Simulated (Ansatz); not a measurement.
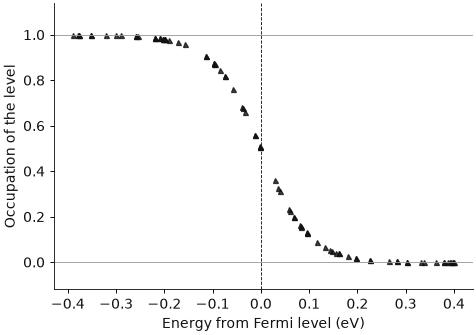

Occupations of the one-electron levels of the k mesh against their energy, from a run on Mg2SbAs3, space group P1, 12 atoms in the cell, Sn2GeTe3-164 type type, with Ansatz.

> Name the smearing function and its width.

Fermi-Dirac smearing with a width of 0.05 eV. The occupations stay between 0 and 1 and have long exponential tails; the slope at the Fermi level is 1/(4 × width).
